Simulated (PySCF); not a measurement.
# Geometry relaxation, with input and output: C8H18F2N2W

C8H18F2N2W (W(NtBu)2F2), SMILES CC(C)(C)[N]=[W]([F])([F])=[N]C(C)(C)C, computed with PBE0-D3(BJ)/def2-SVP geometry optimisation, gas phase (PySCF 2.14.0).

The run did not end well. It belongs to a series of runs on one base structure; here: ligand (both): Cl to F.

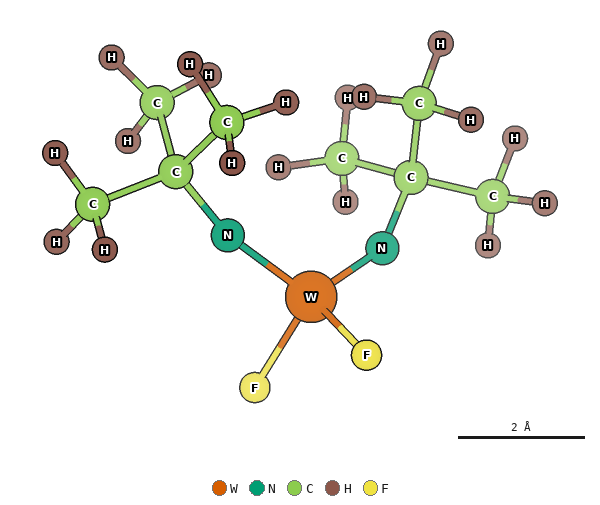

*The structure as given in the input (ball-and-stick view, seen at a tilt). Sticks mark near contacts.*

Bond lengths as drawn: C–C 1.49 to 1.68 Å, C–H 0.97 to 1.17 Å, C–N 1.40 to 1.43 Å, F–W 1.92 to 2.08 Å and N–W 1.72 to 1.76 Å.

Input file:
```
{"job": {"xc": "PBE0", "basis": "def2-SVP", "d3": "d3bj", "grid": 1, "maxiter": 40, "shake": 0.03, "kind": "geom"}, "charge": 0, "multiplicity": 1}
W     -1.637060     0.012490    -1.220610
N     -1.631010     0.129700     0.538660
C     -1.355260     0.044260     1.904030
C      0.049610     0.913800     2.222290
C     -1.018390    -1.449680     2.216300
C     -2.487180     0.562740     2.776490
H     -0.193980     1.918720     1.886250
H      0.199200     0.939400     3.285350
H      0.807900     0.519310     1.768440
H     -0.652020    -1.551480     3.294930
H     -1.948970    -2.018760     2.153640
H     -0.252120    -1.806700     1.563190
H     -2.759750     1.624530     2.531390
H     -3.416670    -0.022440     2.574440
H     -2.264320     0.414590     3.843150
N     -0.117490    -0.075390    -2.019290
C      1.311790    -0.041530    -2.017730
C      1.769640    -1.148990    -1.025290
C      1.678090     1.299250    -1.464860
C      1.847520    -0.269800    -3.387970
H      1.468660    -2.143050    -1.457540
H      2.898910    -1.187490    -0.944080
H      1.321750    -0.983560    -0.148040
H      2.708220     1.367380    -1.172100
H      1.570560     2.034540    -2.234790
H      0.984980     1.588130    -0.628820
H      1.649080    -1.329400    -3.724200
H      1.560140     0.475010    -4.062610
H      3.015310    -0.224210    -3.379350
F     -2.457560     1.801680    -1.901030
F     -2.811000    -1.403770    -1.776790
```

The first line tells a small driver script what to run in PySCF; the rest is the geometry in Å.

Launch command:
```bash
OMP_NUM_THREADS=2 python <driver script> task.json out
```

The program's output:
```
step   0  E = -690.93065889  max force = 0.149522
step   1  E = -690.99408602  max force = 0.051953
step   2  E = -691.00518635  max force = 0.035520
step   3  E = -691.00799730  max force = 0.013565
step   4  E = -691.00936044  max force = 0.005179
step   5  E = -691.00982435  max force = 0.004069
step   6  E = -691.01014405  max force = 0.004555
step   7  E = -691.01031990  max force = 0.002592
step   8  E = -691.01038463  max force = 0.001706
step   9  E = -691.01043764  max force = 0.001418
step  10  E = -691.01046080  max force = 0.001267
step  11  E = -691.01047189  max force = 0.001034
step  12  E = -691.01045157  max force = 0.002076
step  13  E = -691.01049807  max force = 0.002289
step  14  E = -691.01064115  max force = 0.001225
step  15  E = -691.01064938  max force = 0.001524
step  16  E = -691.01067066  max force = 0.001415
step  17  E = -691.01068288  max force = 0.001438
step  18  E = -691.01068989  max force = 0.001132
step  19  E = -691.01068922  max force = 0.001027
step  20  E = -691.01069671  max force = 0.000953
step  21  E = -691.01069792  max force = 0.000887
step  22  E = -691.01069827  max force = 0.000847
step  23  E = -691.01069833  max force = 0.000828
step  24  E = -691.01069847  max force = 0.000821
step  25  E = -691.01069865  max force = 0.000816
step  26  E = -691.01069884  max force = 0.000811
step  27  E = -691.01069905  max force = 0.000808
step  28  E = -691.01069922  max force = 0.000803
step  29  E = -691.01069933  max force = 0.000798
step  30  E = -691.01069939  max force = 0.000796
step  31  E = -691.01069944  max force = 0.000793
step  32  E = -691.01069949  max force = 0.000791
step  33  E = -691.01069951  max force = 0.000790
step  34  E = -691.01069951  max force = 0.000789
step  35  E = -691.01069952  max force = 0.000788
step  36  E = -691.01069953  max force = 0.000787
step  37  E = -691.01069954  max force = 0.000786
step  38  E = -691.01069954  max force = 0.000786
step  39  E = -691.01069955  max force = 0.000785
step  40  E = -691.01069955  max force = 0.000784
optimisation not converged
```

Trajectory as extended XYZ (Å, eV, eV/Å), 3 of the 41 frames kept, from step=0 to step=40:
```
31
Properties=species:S:1:pos:R:3:forces:R:3 step=0 energy=-18801.18087
W    -1.6371    0.0125   -1.2206   -5.4999   3.3451  -1.1615
N    -1.6310    0.1297    0.5387    0.2783  -0.2330  -1.5423
C    -1.3553    0.0443    1.9040    3.3349   0.1621   1.4574
C     0.0496    0.9138    2.2223   -7.6888   1.4283   2.0636
C    -1.0184   -1.4497    2.2163   -0.7550   1.2535   2.2668
C    -2.4872    0.5627    2.7765   -1.0269   0.0971  -0.5825
H    -0.1940    1.9187    1.8862    0.3047   0.4315  -0.2088
H     0.1992    0.9394    3.2854    0.1676  -0.0496   0.8939
H     0.8079    0.5193    1.7684    5.0295  -2.5887  -3.2001
H    -0.6520   -1.5515    3.2949   -0.3448   0.1596  -1.1803
H    -1.9490   -2.0188    2.1536   -0.0432  -0.4263  -0.2823
H    -0.2521   -1.8067    1.5632    0.6337  -0.4941  -0.7392
H    -2.7597    1.6245    2.5314    0.4354  -0.6069   0.3583
H    -3.4167   -0.0224    2.5744    0.4009   0.1513   0.0062
H    -2.2643    0.4146    3.8432    0.1278   0.2935  -0.0255
N    -0.1175   -0.0754   -2.0193    1.1278  -0.6482  -0.1712
C     1.3118   -0.0415   -2.0177    0.0074  -0.9658   1.4355
C     1.7696   -1.1490   -1.0253    2.6714  -1.3094  -5.0331
C     1.6781    1.2993   -1.4649   -0.6314   0.7855   0.7707
C     1.8475   -0.2698   -3.3880    3.2612  -2.5065   0.4335
H     1.4687   -2.1431   -1.4575    0.0514   0.6033   0.5122
H     2.8989   -1.1875   -0.9441   -1.0175   0.2278   0.1004
H     1.3217   -0.9836   -0.1480   -1.7955   0.5591   4.1043
H     2.7082    1.3674   -1.1721    0.9144  -0.1198   0.5307
H     1.5706    2.0345   -2.2348   -0.3582   0.9192  -0.7528
H     0.9850    1.5881   -0.6288    0.7738  -0.2367  -0.4108
H     1.6491   -1.3294   -3.7242   -0.2345   1.0534  -0.0326
H     1.5601    0.4750   -4.0626   -0.9563   1.2197  -1.5201
H     3.0153   -0.2242   -3.3794   -1.7240   0.0328   0.2001
F    -2.4576    1.8017   -1.9010    1.5647  -3.0265   1.2891
F    -2.8110   -1.4038   -1.7768    0.9909   0.4889   0.4202
31
Properties=species:S:1:pos:R:3:forces:R:3 step=20 energy=-18803.35881
W    -1.5065    0.2307   -1.5142    0.0028   0.0185   0.0037
N    -1.8110    0.1152    0.1971   -0.0121  -0.0112  -0.0124
C    -1.6450   -0.0010    1.6207    0.0046   0.0052   0.0121
C    -0.5455    0.9574    2.0864    0.0036  -0.0021  -0.0019
C    -1.2805   -1.4486    1.9617   -0.0010   0.0004  -0.0033
C    -2.9800    0.3742    2.2738    0.0030   0.0024  -0.0034
H    -0.7929    1.9920    1.8059    0.0003   0.0004   0.0004
H    -0.4290    0.9107    3.1798    0.0004  -0.0008   0.0007
H     0.4186    0.6972    1.6256   -0.0034   0.0004   0.0019
H    -1.1717   -1.5735    3.0499    0.0001   0.0001  -0.0001
H    -2.0640   -2.1349    1.6084   -0.0004  -0.0006   0.0010
H    -0.3330   -1.7342    1.4820   -0.0001  -0.0004  -0.0006
H    -3.2542    1.4090    2.0213   -0.0012  -0.0009  -0.0017
H    -3.7806   -0.2903    1.9175   -0.0007  -0.0009   0.0015
H    -2.9124    0.2867    3.3691    0.0001   0.0009   0.0000
N     0.2066    0.1269   -1.8156   -0.0027  -0.0490   0.0037
C     1.6275   -0.0017   -1.6320   -0.0004   0.0297   0.0024
C     1.9182   -1.0987   -0.6050    0.0050  -0.0019  -0.0014
C     2.1829    1.3436   -1.1544    0.0018  -0.0013   0.0015
C     2.2371   -0.3735   -2.9879   -0.0016   0.0003  -0.0037
H     1.4694   -2.0520   -0.9215    0.0020  -0.0003  -0.0013
H     3.0032   -1.2446   -0.4919   -0.0003   0.0021   0.0008
H     1.5035   -0.8311    0.3774   -0.0029  -0.0018  -0.0007
H     3.2758    1.2907   -1.0345    0.0000  -0.0008   0.0013
H     1.9495    2.1354   -1.8813    0.0011   0.0010  -0.0010
H     1.7398    1.6247   -0.1875   -0.0011   0.0015  -0.0018
H     1.8348   -1.3347   -3.3404   -0.0014   0.0016   0.0001
H     1.9980    0.3944   -3.7380    0.0031   0.0026   0.0008
H     3.3317   -0.4589   -2.9093   -0.0003  -0.0029   0.0012
F    -2.0482    1.9560   -2.0495   -0.0010   0.0064  -0.0003
F    -2.3036   -1.2776   -2.3199    0.0026   0.0012   0.0006
31
Properties=species:S:1:pos:R:3:forces:R:3 step=40 energy=-18803.35889
W    -1.5066    0.2170   -1.5177    0.0012   0.0189   0.0019
N    -1.8197    0.1035    0.1923    0.0001  -0.0001  -0.0001
C    -1.6498   -0.0030    1.6166   -0.0001  -0.0001  -0.0002
C    -0.5439    0.9527    2.0722    0.0011  -0.0017   0.0005
C    -1.2909   -1.4499    1.9665   -0.0018  -0.0007  -0.0007
C    -2.9809    0.3837    2.2703    0.0005   0.0013   0.0003
H    -0.7859    1.9867    1.7851    0.0001  -0.0002  -0.0001
H    -0.4245    0.9131    3.1656   -0.0002   0.0000   0.0001
H     0.4173    0.6833    1.6108    0.0000  -0.0003   0.0003
H    -1.1780   -1.5674    3.0551    0.0002  -0.0001  -0.0001
H    -2.0791   -2.1351    1.6215    0.0000  -0.0001   0.0001
H    -0.3468   -1.7433    1.4848   -0.0001  -0.0001  -0.0002
H    -3.2521    1.4169    2.0080   -0.0003  -0.0004  -0.0004
H    -3.7854   -0.2813    1.9236    0.0001  -0.0005   0.0005
H    -2.9101    0.3074    3.3662    0.0002   0.0004   0.0000
N     0.2082    0.1179   -1.8099   -0.0031  -0.0403  -0.0021
C     1.6299   -0.0011   -1.6264    0.0018   0.0229   0.0019
C     1.9281   -1.1116   -0.6161    0.0013  -0.0007  -0.0012
C     2.1747    1.3411   -1.1283    0.0000  -0.0002   0.0006
C     2.2446   -0.3478   -2.9867   -0.0012   0.0014  -0.0008
H     1.4928   -2.0647   -0.9513    0.0013  -0.0003  -0.0009
H     3.0142   -1.2462   -0.4992    0.0000   0.0011   0.0011
H     1.5042   -0.8660    0.3682   -0.0014  -0.0008  -0.0005
H     3.2675    1.2935   -1.0054   -0.0001  -0.0001   0.0006
H     1.9387    2.1413   -1.8451    0.0005   0.0000  -0.0002
H     1.7266    1.6063   -0.1594   -0.0004   0.0003  -0.0002
H     1.8456   -1.3037   -3.3568   -0.0010   0.0008  -0.0007
H     2.0067    0.4325   -3.7241    0.0011   0.0009   0.0004
H     3.3392   -0.4325   -2.9058   -0.0001  -0.0012   0.0003
F    -2.0497    1.9407   -2.0572   -0.0013  -0.0001   0.0005
F    -2.2963   -1.2949   -2.3240    0.0012  -0.0002  -0.0005
```

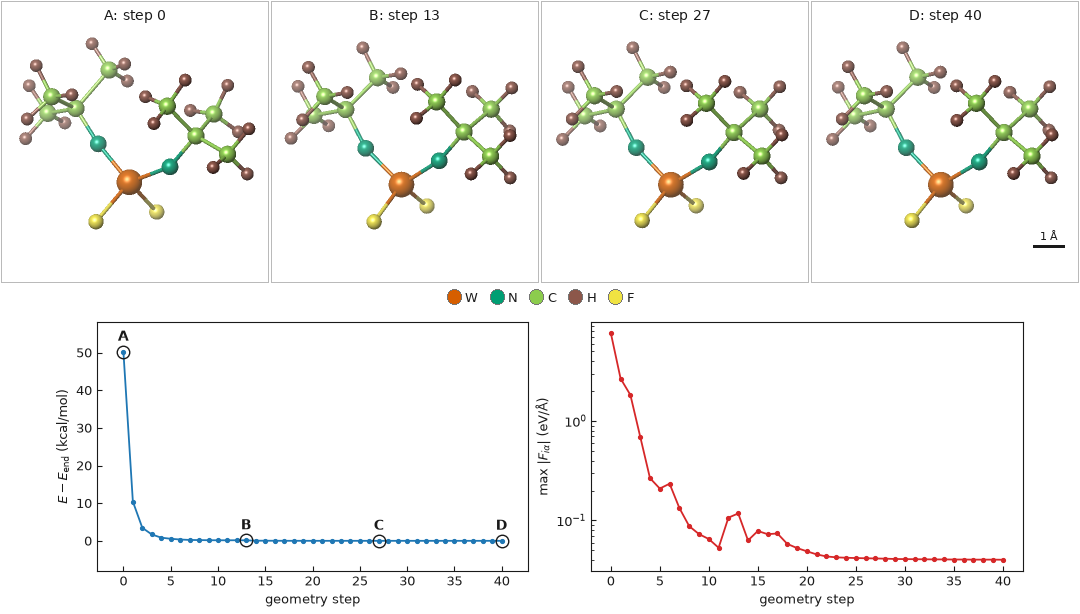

*Frames of the relaxation (ball-and-stick view, seen at a tilt) above the curves, on which the letters mark them (steps are counted from 0).*

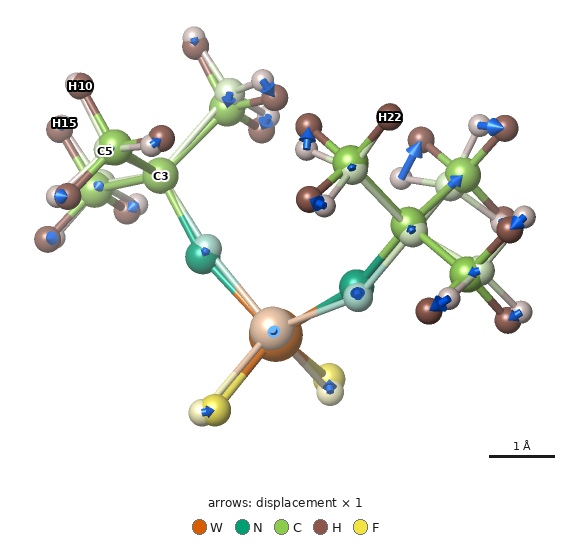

*Start (faint) and end (solid) with the displacements as blue arrows, at true length (ball-and-stick view, seen at a tilt). The two geometries are laid on each other by the best rigid fit.*

The relaxation stopped without meeting its thresholds, so the last structure isn't shown to be converged. H26 moves most after the best rigid fit: 0.70 Å. By element the largest moves are H 0.70 Å, C 0.27 Å, N 0.26 Å, F 0.24 Å, W 0.21 Å. Among the contacts that change: W1–F30 2.083 → 1.886 Å, C3–C4 1.683 → 1.531 Å, C4–H9 0.968 → 1.100 Å, C18–H23 0.999 → 1.099 Å. Among the angles that change: F30–W1–F31 107.3° → 119.3°, W1–N16–C17 151.9° → 162.9°, N2–W1–N16 117.6° → 109.7°. Over 40 geometry steps the energy falls by 50.2 kcal/mol. The largest force component goes from 7.7 to 0.04 eV/Å. (Atoms are counted from 1 in the order of the input.)

Outcome:

| quantity | value |
| --- | --- |
| outcome | not converged |
| total energy | −691.010700 hartree |
| dipole moment | 3.09 D |
| point group | C1 |
| hardware | 2 CPU threads, shared host |
| wall time | 40 min (CPU time 86 min) |
| peak memory | 2.5 GiB |

Diagnosis:

The run did not converge. At least one of its steps failed, so the values that rest on that step are not results.
